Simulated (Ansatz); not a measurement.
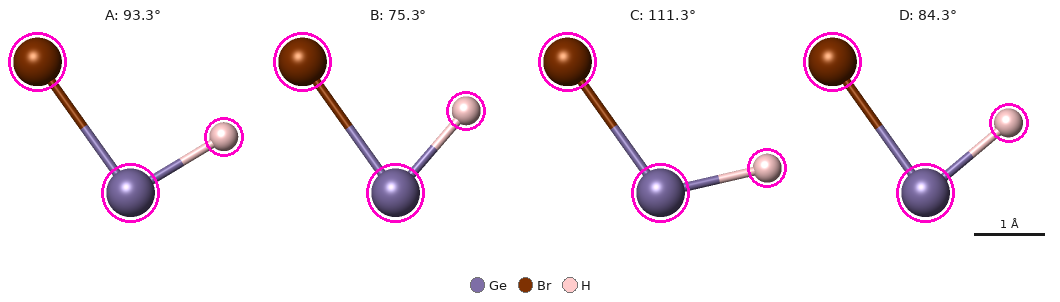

Energy scan for GeHBr, in which the H–Ge–Br angle is varied, with the rest of the molecule carried along rigidly. A ball-and-stick model, seen onto the plane of the angle. The ringed atoms are those of the scanned coordinate.

Level of theory: CCSD(T) (def2-TZVPP, Ansatz), on geometries moved rigidly from the minimum at PBE0-D4/def2-TZVP. Coupled cluster with a frozen core. Energies are counted from the PBE0-D4/def2-TZVP minimum geometry at the same level.

**Rank the frames from lowest to highest energy.**

Lowest first: A (the angle 93.3°, 0.00 kcal/mol), D (the angle 84.3°, 1.58 kcal/mol), C (the angle 111.3°, 4.55 kcal/mol), B (the angle 75.3°, 6.38 kcal/mol). Over the whole scan: of the computed points the lowest is at the angle 93.3°, 0.00 kcal/mol. At the ends of the scan the energy is 6.38 kcal/mol (75.3°) and 4.55 kcal/mol (111.3°). The curvature at the lowest point is about 4.7 eV/rad². At 88.8° to 111.3° the mean-field solution behind CCSD(T) isn't stable (a lower one of broken symmetry exists), so those energies are less reliable.
